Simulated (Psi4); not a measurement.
**SiH4O2 (SMILES O[SiH2]O) at BLYP/def2-SVPD**

Aim: the energy change on altering one bond length of SiH4O2 at BLYP/def2-SVPD, from 2 runs. 

The results are computed with Psi4 1.11.

1 further run of the same task is left out (set aside as unsound or not needed).

## 1. The system as given

The species is SiH4O2 (7 atoms), meant as a singlet with charge 0. SMILES: `O[SiH2]O`. The coordinates come from a PBE0-D4/def2-TZVP relaxation. This is one conformer, not always the lowest.

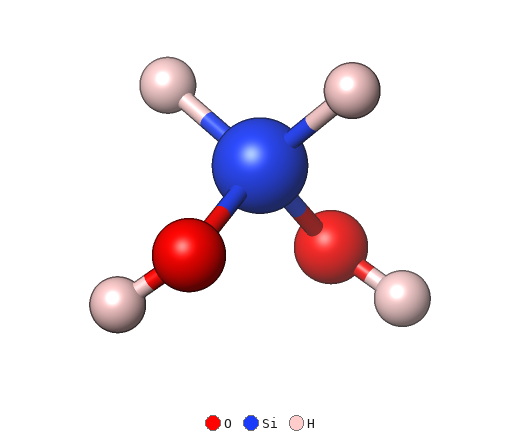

Viewed from a chosen angle; oxygen red, silicon blue, hydrogen pink.

## 2. The energy at BLYP/def2-SVPD

Contents of calc.in:

```
memory 2200 mb

molecule system {
  0 1
  O
  Si 1 R2
  O 2 R3 1 A3
  H 1 R4 2 A4 3 D4
  H 2 R5 1 A5 4 D5
  H 2 R6 5 A6 3 D6
  H 3 R7 2 A7 6 D7

  R2 = 1.641761
  R3 = 1.641767
  A3 = 113.50252
  R4 = 0.958338
  A4 = 117.72956
  D4 = -66.04755
  R5 = 1.481129
  A5 = 111.47697
  D5 = 50.83142
  R6 = 1.481123
  A6 = 112.90797
  D6 = 120.91961
  R7 = 0.958323
  A7 = 117.72959
  D7 = 50.83039
  units angstrom
  symmetry c1
}

set {
  basis def2-SVPD
  puream true
  e_convergence 1e-09
  d_convergence 1e-08
  scf_type pk
  dft_radial_points 99
  dft_spherical_points 590
}

result, w = energy("blyp", return_wfn=True)
oeprop(w, "WIBERG_LOWDIN_INDICES", "QUADRUPOLE", "MULLIKEN_CHARGES", title="BLYP")
```

The run is started by

```sh
psi4 -n 1 calc.in calc.out
```

calc.out:

```text
[...]
  Running in c1 symmetry.
[...]
  Nuclear repulsion =  120.473967177333449
[...]
  Multiplicity = 1
[...]
  Nalpha       = 17
  Nbeta        = 17
[...]
    Number of basis functions: 102
[...]
   @RKS iter   1:  -441.74741598657300    5.30162e-02   1.06428e-02 ADIIS/DIIS
[...]
   @RKS iter  11:  -442.20122699153205   -2.91607e-11   2.88816e-09 DIIS
[...]
    Orbital Energies [Eh]
    ---------------------
    Doubly Occupied:
       1A    -65.519286     2A    -18.799311     3A    -18.799308
       4A     -5.098054     5A     -3.522220     6A     -3.520600
       7A     -3.518887     8A     -0.919529     9A     -0.900727
      10A     -0.527666    11A     -0.479194    12A     -0.380547
      13A     -0.351188    14A     -0.343621    15A     -0.290244
      16A     -0.282613    17A     -0.271387
[...]
  @RKS Final Energy:  -442.20122699153205
   => Energetics <=
    Nuclear Repulsion Energy =            120.4739671773334493
    One-Electron Energy =                -849.9634607909197257
    Two-Electron Energy =                 326.8873295088759505
    DFT Exchange-Correlation Energy =     -39.5990628868216703
    Empirical Dispersion Energy =           0.0000000000000000
    VV10 Nonlocal Energy =                  0.0000000000000000
    Total Energy =                       -442.2012269915320530
[...]
 Multipole Moments:
 ------------------------------------------------------------------------------------
     Multipole            Electronic (a.u.)      Nuclear  (a.u.)        Total (a.u.)
 ------------------------------------------------------------------------------------
 L = 1.  Multiply by 2.5417464519 to convert [e a0] to [Debye]
 Dipole X            :         -0.0000767            0.0000356           -0.0000411
 Dipole Y            :         -0.8154101            0.5138097           -0.3016004
 Dipole Z            :         -0.5346027            0.3368844           -0.1977183
 Magnitude           :                                                    0.3606318
 L = 2.  Multiply by 1.3450342976 to convert [e a0^2] to [Debye ang]
 Quadrupole XX       :        -33.4607814           15.0862960          -18.3744854
 Quadrupole XY       :         -2.3004466            4.1883087            1.8878621
[...]
  Mulliken Charges: (a.u.)
   Center  Symbol    Alpha    Beta     Spin     Total
       1     O     4.26161  4.26161  0.00000 -0.52322
       2    SI     6.73469  6.73469  0.00000  0.53061
       3     O     4.26160  4.26160  0.00000 -0.52321
       4     H     0.43871  0.43871  0.00000  0.12258
       5     H     0.43233  0.43233  0.00000  0.13533
       6     H     0.43233  0.43233  0.00000  0.13534
       7     H     0.43872  0.43872  0.00000  0.12256
   Total alpha = 17.00000, Total beta = 17.00000, Total charge =  0.00000
  Wiberg Bond Indices using Orthogonal Lowdin Orbitals:
[...]
```

It took 18 s on 1 thread of AMD EPYC 7B13 (Zen 3), shared host; peak memory 0.96 GiB.

## 3. The distorted shape: energy and gradient at BLYP/def2-SVPD

Contents of job.json:

```json
{
  "schema_name": "qcschema_input",
  "schema_version": 1,
  "molecule": {
    "schema_name": "qcschema_molecule",
    "schema_version": 2,
    "symbols": ["O", "Si", "O", "H", "H", "H", "H"],
    "geometry": [-5.87524167, -1.97127537, -1.65300202, 0.09715082, 0.79786127, 0.1497419, 2.40756777, -1.2634142, 0.34612224, -6.01037598, -2.67372436, -3.3167358, 0.99526206, 2.63246408, -1.76379478, -0.4333142, 1.98205814, 2.62970508, 2.30359504, -2.52484418, 1.64134052],
    "molecular_charge": 0,
    "molecular_multiplicity": 1,
    "fix_symmetry": "c1"
  },
  "driver": "gradient",
  "model": {
    "method": "blyp",
    "basis": "def2-SVPD"
  },
  "keywords": {
    "puream": true,
    "e_convergence": 1e-09,
    "d_convergence": 1e-08,
    "scf_type": "pk",
    "dft_radial_points": 99,
    "dft_spherical_points": 590
  }
}
```

The run is started by

```sh
psi4 --qcschema job.json -n 1 --memory 2200MB
```

stdout:

```text
[...]
  Running in c1 symmetry.
[...]
  Nuclear repulsion =   91.885847331423506
[...]
  Multiplicity = 1
[...]
  Nalpha       = 17
  Nbeta        = 17
[...]
    Number of basis functions: 102
[...]
   @RKS iter   1:  -441.30434890822460    6.10029e-02   1.21035e-02 DIIS/ADIIS
[...]
   @RKS iter  21:  -442.02223823014782   -3.12639e-12   3.48297e-10 DIIS
[...]
    Orbital Energies [Eh]
    ---------------------
    Doubly Occupied:
       1A    -65.576198     2A    -18.861978     3A    -18.741489
       4A     -5.156666     5A     -3.581872     6A     -3.579306
       7A     -3.576374     8A     -0.966888     9A     -0.784157
      10A     -0.567678    11A     -0.462254    12A     -0.391827
      13A     -0.369027    14A     -0.336862    15A     -0.317065
      16A     -0.207502    17A     -0.182394
[...]
  @RKS Final Energy:  -442.02223823014782
   => Energetics <=
    Nuclear Repulsion Energy =             91.8858473314235056
    One-Electron Energy =                -792.3007014405625341
    Two-Electron Energy =                 297.7746515391021376
    DFT Exchange-Correlation Energy =     -39.3820356601109651
    Empirical Dispersion Energy =           0.0000000000000000
    VV10 Nonlocal Energy =                  0.0000000000000000
    Total Energy =                       -442.0222382301478206
[...]
 Multipole Moments:
 ------------------------------------------------------------------------------------
     Multipole            Electronic (a.u.)      Nuclear  (a.u.)        Total (a.u.)
 ------------------------------------------------------------------------------------
 L = 1.  Multiply by 2.5417464519 to convert [e a0] to [Debye]
 Dipole X            :          1.7832160            0.1804876            1.9637036
 Dipole Y            :         -0.1579454            0.6493977            0.4914524
 Dipole Z            :          0.5169468            0.1449224            0.6618692
 Magnitude           :                                                    2.1297249
[...]
  -Total Gradient:
     Atom            X                  Y                   Z
    ------   -----------------  -----------------  -----------------
       1       -0.013668421279    -0.015836395638    -0.028949268414
       2        0.016240802387    -0.011432564814     0.009319431635
       3       -0.009615569901     0.007238992562     0.008697544232
       4       -0.003757315760     0.007145588446     0.021558148193
       5        0.004461177690    -0.001515283752     0.006480833707
       6        0.008437334731     0.000808901629    -0.005711064773
       7       -0.002099922850     0.013600515937    -0.011398718221
[...]
```

The result, in JSON:

```text
{
 "driver": "gradient",
 "model": {
  "method": "blyp",
  "basis": "def2-SVPD"
 },
 "success": true,
 "return_result": [-0.013668421278822257, -0.015836395638205936, -0.028949268413704266, 0.016240802387176206, -0.01143256481431528, 0.009319431635434201, -0.009615569900619902, 0.007238992562067739, 0.008697544231519916, -0.003757315760021404, 0.007145588445867851, 0.021558148192785065, 0.004461177689728535, -0.0015152837523182278, 0.006480833706545702, 0.008437334730580413, 0.000808901628576969, -0.005711064773401192, -0.00209992284987232, 0.013600515937023216, -0.011398718221354187],
 "properties": {
  "calcinfo_nbasis": 102,
  "calcinfo_nmo": 102,
  "calcinfo_nalpha": 17,
  "calcinfo_nbeta": 17,
  "calcinfo_natom": 7,
  "nuclear_repulsion_energy": 91.8858473314235,
  "return_energy": -442.0222382301478,
  "return_gradient": [-0.013668421278822257, -0.015836395638205936, -0.028949268413704266, 0.016240802387176206, -0.01143256481431528, 0.009319431635434201, -0.009615569900619902, 0.007238992562067739, 0.008697544231519916, -0.003757315760021404, 0.007145588445867851, 0.021558148192785065, 0.004461177689728535, -0.0015152837523182278, 0.006480833706545702, 0.008437334730580413, 0.000808901628576969, -0.005711064773401192, -0.00209992284987232, 0.013600515937023216, -0.011398718221354187],
  "scf_one_electron_energy": -792.3007014405625,
  "scf_two_electron_energy": 297.77465153910214,
  "scf_xc_energy": -39.382035660110965,
  "scf_dipole_moment": [1.9637036155761596, 0.4914523896277586, 0.6618692474766967],
  "scf_total_energy": -442.0222382301478,
  "scf_total_gradient": [-0.013668421278822257, -0.015836395638205936, -0.028949268413704266, 0.016240802387176206, -0.01143256481431528, 0.009319431635434201, -0.009615569900619902, 0.007238992562067739, 0.008697544231519916, -0.003757315760021404, 0.007145588445867851, 0.021558148192785065, 0.004461177689728535, -0.0015152837523182278, 0.006480833706545702, 0.008437334730580413, 0.000808901628576969, -0.005711064773401192, -0.00209992284987232, 0.013600515937023216, -0.011398718221354187],
  "scf_iterations": 21
 }
}
```

Run time: 30 s. Hardware: 1 thread of AMD EPYC 7B13 (Zen 3), shared host; peak memory 0.91 GiB.

## 4. What came out

Level: BLYP/def2-SVPD.

| quantity | value |
| --- | --- |
| first shape: total energy | -442.20123 Eh |
| first shape: dipole moment | 0.92 D |
| first shape: HOMO energy | -7.38 eV |
| first shape: LUMO energy | -0.72 eV |
| first shape: HOMO–LUMO gap | 6.66 eV |
| distorted shape: total energy | -442.02224 Eh |
| distorted shape: dipole moment | 5.41 D |
| distorted shape: HOMO energy | -4.96 eV |
| distorted shape: LUMO energy | -4.85 eV |
| distorted shape: HOMO–LUMO gap | 0.12 eV |
| distorted shape: largest force on an atom | 1.837 eV/Å |
| energy change with the O1–Si2 bond stretched from 1.642 to 3.612 Å | 4.871 eV |

In words: One bond (distorted shape) is far stretched, which a spin-restricted single reference describes badly; a broken-symmetry solution may lie lower. With the O1–Si2 bond stretched from 1.642 to 3.612 Å the energy rises by 4.87 eV (112 kcal/mol). The first shape isn't relaxed at this level, so the change isn't measured from a minimum. A restricted reference can't describe the breaking bond well at this length. Mulliken charges (first shape) run from -0.52 on O1 to +0.53 on Si2; in a basis this large or diffuse they mean little.
